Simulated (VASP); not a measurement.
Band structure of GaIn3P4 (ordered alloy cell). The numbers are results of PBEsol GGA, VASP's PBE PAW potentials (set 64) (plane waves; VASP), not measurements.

Unless said otherwise, spin-orbit coupling is left out, though it shifts the bands of the heavy elements here.

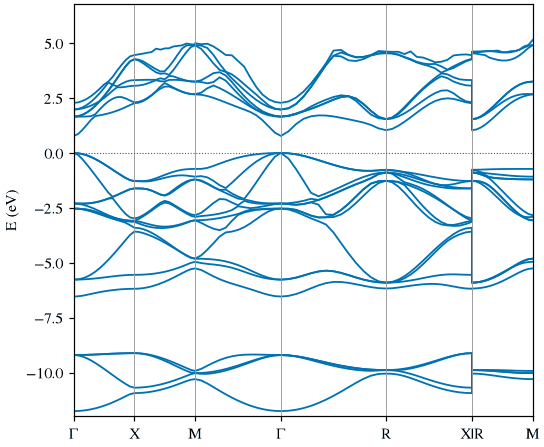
Figure. Bands along high-symmetry lines, zero at the valence-band maximum or, without a gap, the Fermi level

**Question.** Read the plot: is there a gap, and where are the band edges?

**Answer.** The gap is direct, 0.78 eV, from the valence maximum at Γ to the conduction minimum at Γ. (Edges off the drawn lines would not show.)

The structure was generated: GaIn3P4 was put into an ordered model structure (P-43m), which need not be its known phase. It was relaxed first.
